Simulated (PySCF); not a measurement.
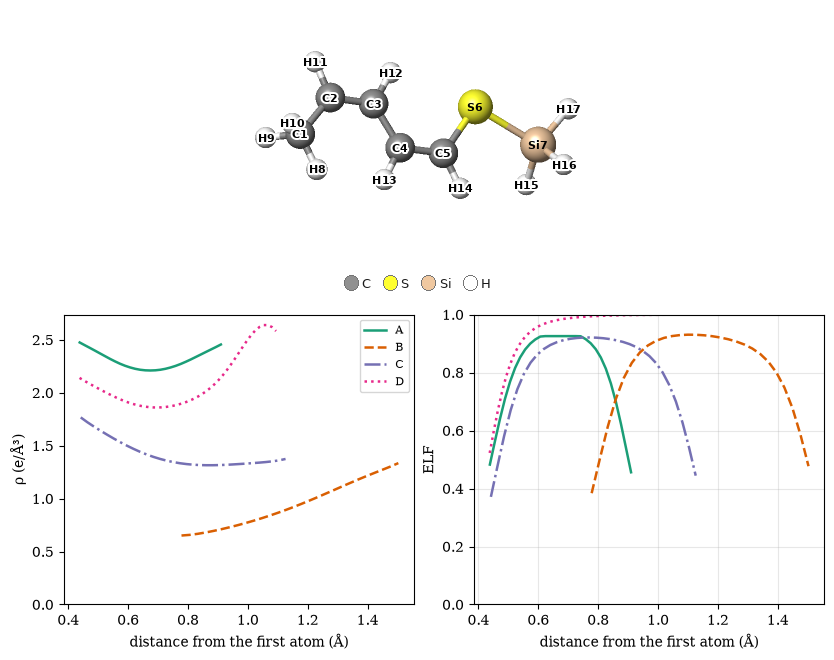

Figure. C$_{5}$H$_{10}$SSi (SMILES C/C=C\C=C/S[SiH3]). Total electron density and ELF along straight lines between neighbouring atoms. The curves leave out the atomic cores. The structure is drawn too.

Geometry: PBE0-D3(BJ)/def2-SVP.

Theory: PySCF, PBE0/pcSseg-1, SCF density, gas phase, non-relativistic.

| atom | x (Å) | y (Å) | z (Å) |
| --- | --- | --- | --- |
| C | -3.1837 | 0.0445 | 0.3923 |
| C | -2.0108 | -0.0160 | -0.5256 |
| C | -0.7071 | -0.0758 | -0.1900 |
| C | -0.1664 | -0.0931 | 1.1526 |
| C | 1.1421 | -0.1537 | 1.4721 |
| S | 2.4408 | -0.2260 | 0.2782 |
| Si | 4.1413 | -0.2884 | 1.5860 |
| H | -2.9038 | 0.0472 | 1.4542 |
| H | -3.8564 | -0.8134 | 0.2229 |
| H | -3.7843 | 0.9494 | 0.1993 |
| H | -2.2483 | -0.0118 | -1.5957 |
| H | 0.0246 | -0.1155 | -1.0042 |
| H | -0.8652 | -0.0543 | 1.9931 |
| H | 1.4386 | -0.1603 | 2.5253 |
| H | 4.0877 | -1.4819 | 2.4826 |
| H | 4.2185 | 0.9395 | 2.4331 |
| H | 5.3220 | -0.3697 | 0.6815 |

### Which curve belongs to which contact (C–C, C–H, C–S and Si–S)? The first atom named is at distance zero.

Curve A: C–C (1.35 Å): the density is about 2.2 e/Å³ at the midpoint; the ELF peaks at about 0.95 between the atoms: localised, covalent bonding. Curve B: Si–S (2.15 Å): the density is about 0.84 e/Å³ at the midpoint; the ELF peaks at about 0.95 between the atoms; a shared electron pair. Curve C: C–S (1.77 Å): ρ at the midpoint is about 1.3 e/Å³; the ELF peaks at about 0.90 between the atoms, as expected for localised, covalent bonding. Curve D: C–H (1.09 Å): the density is about 2 e/Å³ at the midpoint; the ELF climbs to about 1 towards the hydrogen, as it does in any bond to H; an ordinary covalent bond to hydrogen.
